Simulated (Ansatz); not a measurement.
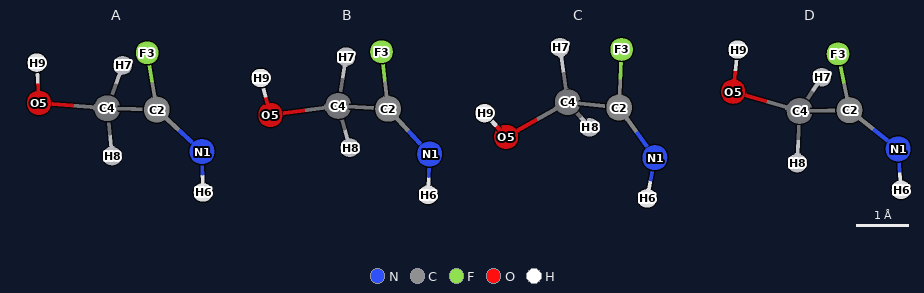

4 geometries from a converged minimum-energy path of C$_{2}$H$_{4}$FNO, shuffled. Style: ball-and-stick. Shown at a tilt.

Method: RKS PBE-D4/def2-SVP (Ansatz). Run with 7 movable images; climbing image; force threshold 0.03 eV/Å; iteration limit 53; starting path through a guess of the saddle point.

Q: Which frame is the top of the path?

A: C. In order along the path, whose images run from 0 to 8: C (image 4, +21.6 kJ/mol), B (image 6, +16.4 kJ/mol), A (image 7, +13.0 kJ/mol), D (image 8, +11.7 kJ/mol). The motion is a rotation about the C2–C4 bond by about 130°. No bond forms or breaks between the ends. Bond angles that change up to the highest image, for instance: C2–N1–H6 107.4° → 109.7°.

Cost: 2 min on 1 thread of Arm Neoverse V2, on a shared host, peak memory 0.12 GiB.
